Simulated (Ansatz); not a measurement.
```
Ca Ge N
1.0
     4.75097    0.00000    0.00000
     0.00000   13.95177    0.00000
     0.00000    0.00000    4.66817
Ca Ge N
10 2 4
Direct
  0.00000 0.66494 0.00000
  0.50000 0.16494 0.00000
  0.00000 0.33506 0.00000
  0.50000 0.83506 0.00000
  0.00000 0.85732 0.50000
  0.50000 0.35732 0.50000
  0.00000 0.14268 0.50000
  0.50000 0.64268 0.50000
  0.00000 0.00000 0.00000
  0.50000 0.50000 0.00000
  0.00000 0.50000 0.50000
  0.50000 0.00000 0.50000
  0.00000 0.83245 0.00000
  0.50000 0.33245 0.00000
  0.00000 0.16755 0.00000
  0.50000 0.66755 0.00000
```

Space group Cmmm; a generated structure, not necessarily the stable one; changed on purpose from its base cell (volume × 0.88, shape and atoms relaxed); computed pressure about 9 GPa in this cell.

Theory: DFT PBE, scalar-relativistic, plane waves, PAW (Ansatz 0.2.0).

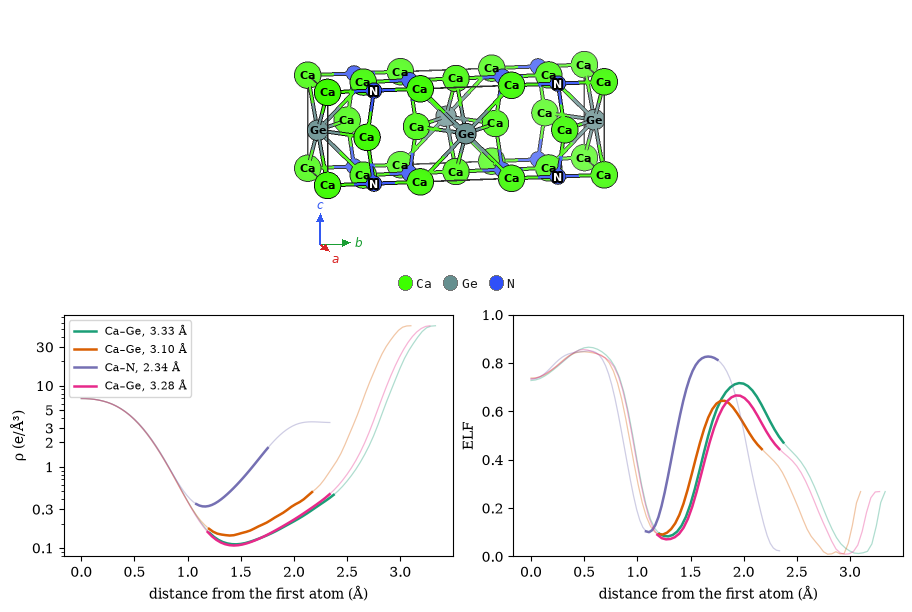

Ca5GeN2. Valence charge density (pseudo) and ELF along straight lines between neighbouring atoms. Thin, pale parts lie inside the atomic spheres. The structure is drawn too.

Core electrons are frozen (PAW), and the valence fields are smoothed inside the atomic spheres.

Q: What can be read from the curves?

A: Ca–Ge (3.33 Å): the density is about 0.13 e/Å³ at the midpoint, with its minimum of 0.11 e/Å³ about 1.5 Å from Ca; the ELF peaks at about 0.70 in the valence shell of Ge, 1.4 Å from its nucleus, and drops to about 0.10 between the two atoms.
Ca–Ge (3.10 Å): ρ at the midpoint is about 0.16 e/Å³; the ELF peaks at about 0.65 in the valence shell of Ge, 1.3 Å from its nucleus, and is about 0.40 at the midpoint.
Ca–N (2.34 Å): ρ is about 0.32 e/Å³ halfway; the ELF peaks at about 0.85 in the valence shell of N, 0.7 Å from its nucleus, and is about 0.15 at the midpoint; no localised pair shows between them.
Ca–Ge (3.28 Å): the density is about 0.12 e/Å³ at the midpoint, with its minimum of 0.11 e/Å³ about 1.4 Å from Ca; the ELF peaks at about 0.65 in the valence shell of Ge, 1.4 Å from its nucleus, and drops to about 0.05 between the two atoms.
